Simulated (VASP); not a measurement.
Band structure of TiSe2 (1T layered). Calculation: RPBE GGA, VASP's PBE PAW potentials (set 64) (plane waves; VASP).

Without a dispersion term in the relaxation, distances and binding between the weakly bound layers, chains or molecules are unreliable, and so is what depends on them.

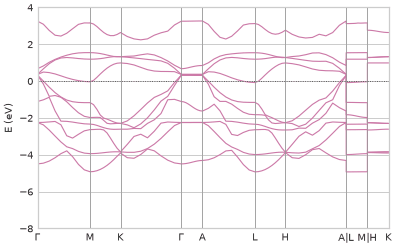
Figure. Bands along high-symmetry lines, zero at the valence-band maximum or, without a gap, the Fermi level

Read the plot: is there a gap, and where are the band edges?

It has no gap at this level: it comes out as a metal or semimetal. (Edges off the drawn lines would not show.)

The compound is TiSe2 in the 1T layered structure. It was relaxed first, which changed the volume by +31 %.
